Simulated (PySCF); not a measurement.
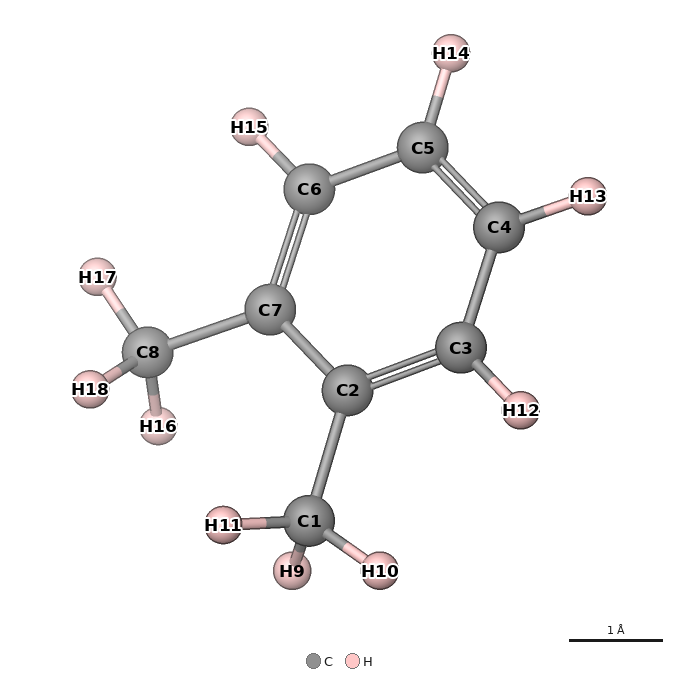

Orthographic view. Depth is shown by fading: the farther an atom, the more it takes the colour of the background. The computed structure is the end point of a PBE0-D3(BJ)/def2-TZVP optimisation. No frequency run is at hand to confirm it as a minimum.

Write the connection table.

C1: C2, H9, H10, H11
C2: C1, C3, C7
C3: C2, C4, H12
C4: C3, C5, H13
C5: C4, C6, H14
C6: C5, C7, H15
C7: C2, C6, C8
C8: C7, H16, H17, H18
(terminal hydrogens appear only as neighbours)
